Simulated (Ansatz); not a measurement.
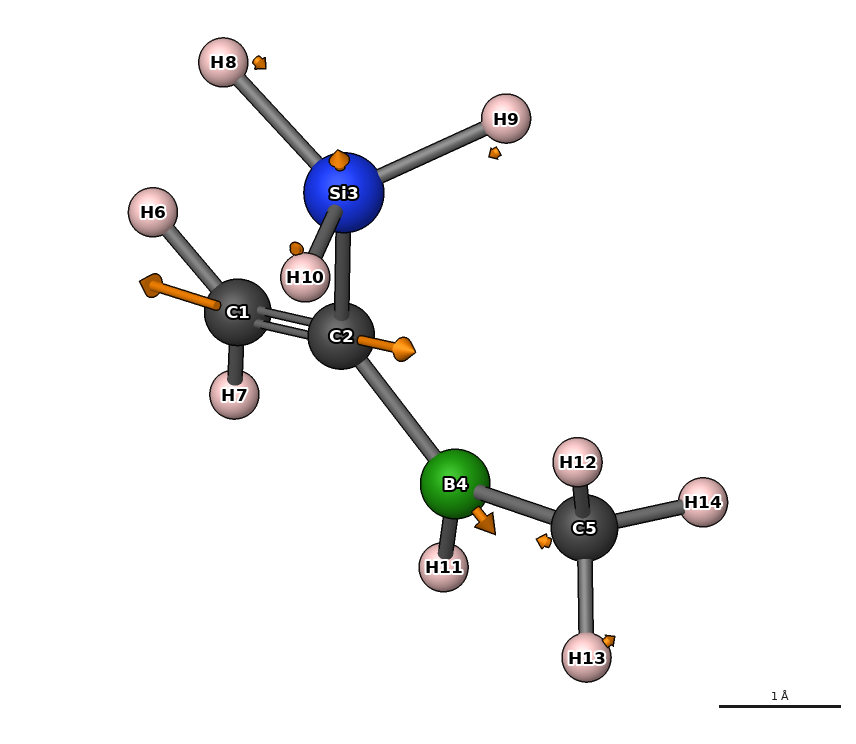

Arrows show the forces on the atoms, 4 Å of arrow for 1 eV/Å; forces under a tenth of the largest aren't drawn. Level of theory: r2SCAN-D4/def2-TZVPP (Ansatz 0.2.0).

> On which atom is the force largest, and how large is it?

On C1: 0.25 eV/Å.

> Which bond do the forces act along most?

C1–C2, now 1.343 Å: the forces push its atoms apart, so a first step downhill lengthens it.

List the force components in the frame of the picture (x right, y up, z towards the viewer), in eV/Å.

```tsv
atom	Fx	Fy	Fz
C1	−0.16	0.05	−0.17
C2	0.12	−0.03	0.14
Si3	−0.01	0.04	0.04
B4	0.04	−0.06	−0.01
C5	−0.03	0.01	0.01
H6	0.00	0.00	−0.01
H7	0.00	0.00	0.00
H8	0.02	−0.02	0.01
H9	−0.02	−0.01	0.00
H10	0.01	0.02	−0.02
H11	0.00	0.01	0.02
H12	0.01	−0.01	−0.01
H13	0.02	0.02	0.00
H14	−0.01	−0.02	0.02
```
